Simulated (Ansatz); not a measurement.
SbClF (SMILES [F][Sb][Cl]): the energy, rung by rung

SbClF: 3 atoms, total charge 0, spin state doublet. As SMILES, `[F][Sb][Cl]`. The coordinates come from a PBE0-D4/def2-TZVP relaxation.

```xyz
3

F    -0.8787    1.2318   -0.3476
Sb   -0.6009   -0.6583   -0.3672
Cl    1.4687   -0.6382    0.7015
```

Each level gives the energy change with the F1–Sb2 bond stretched from 1.911 to 2.866 Å (eV). The values are calculated.

```json
{"level": "UHF/STO-3G", "kind": "Hartree–Fock", "program": "Ansatz", "value (eV)": "0.89", "less FCI/STO-3G": "-1.00"}
{"level": "UMP2/STO-3G", "kind": "perturbation theory", "program": "Ansatz", "value (eV)": "1.72", "less FCI/STO-3G": "-0.17"}
{"level": "UBCCD(T)/STO-3G", "kind": "coupled cluster or CI", "program": "Ansatz", "value (eV)": "1.87", "less FCI/STO-3G": "-0.02"}
{"level": "UCCSD/STO-3G", "kind": "coupled cluster or CI", "program": "Ansatz", "value (eV)": "1.80", "less FCI/STO-3G": "-0.09"}
{"level": "FCI/STO-3G", "kind": "exact in the basis", "program": "Ansatz", "value (eV)": "1.89", "less FCI/STO-3G": "0.00"}
```

FCI/STO-3G is exact within its basis and frozen core, so for wave-function methods in that basis the difference is their error. All-electron rows without a relativistic Hamiltonian named are non-relativistic. The first shape isn't each level's own minimum. The values span 0.89 to 1.89 eV. Spin contamination of the reference (⟨S²⟩ at least 0.1 too high) touches UHF/STO-3G, UMP2/STO-3G, UBCCD(T)/STO-3G, UCCSD/STO-3G. All rows use very small basis sets, so none should be taken for the real molecule's value. In the correlated wave-function rows the outer d shell of Sb is correlated, in sets not made for it.

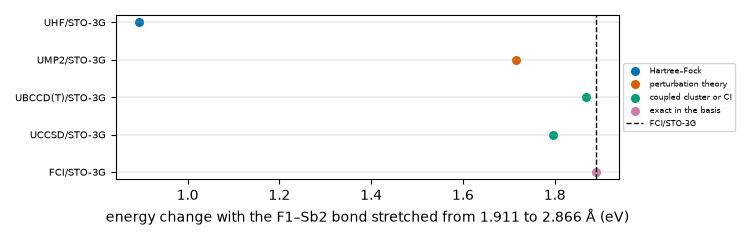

The values of the table, level by level.
